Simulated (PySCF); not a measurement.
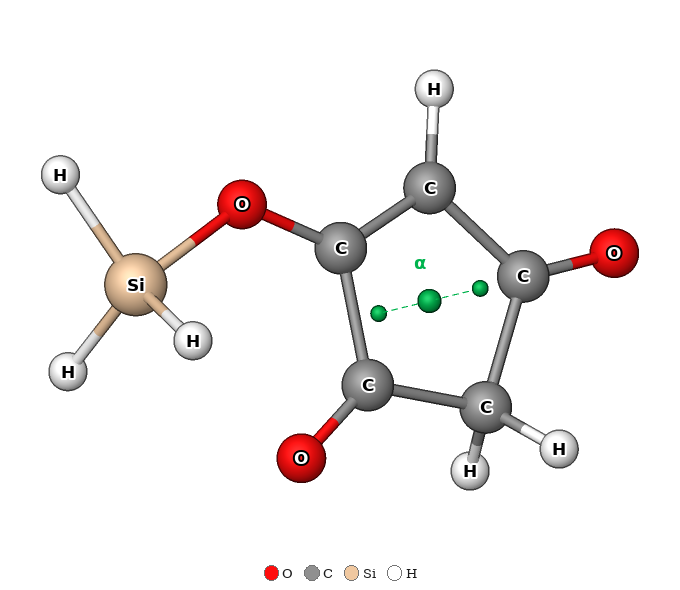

The small points mark where nucleus-independent chemical shifts (NICS) were computed: at the centre of each lettered ring and 1 Å above and below it. The computed structure is the end point of a GFN2-xTB optimisation. No frequency run is at hand to confirm it as a minimum. Method: GIAO PBE0/pcSseg-1 NMR shielding, non-relativistic, gas phase (PySCF 2.14.0).

Give NICS(0), NICS(1) and the out-of-plane component NICS(1)zz for each ring (means of the two sides).

```json
{"ring": "α", "members": "C5", "NICS(0)": "4.5", "NICS(1)": "−2.7", "NICS(1)zz": "−2.6"}
```

Values in ppm.

Question: What do the values say about the ring currents?

Answer: Ring α: weak, as in a non-aromatic ring. NICS is one index among several.

The geometry is semi-empirical. Around Si such bond lengths and angles can be off by a tenth of an ångström or more and by several degrees, and values that hang on the shape move with them.
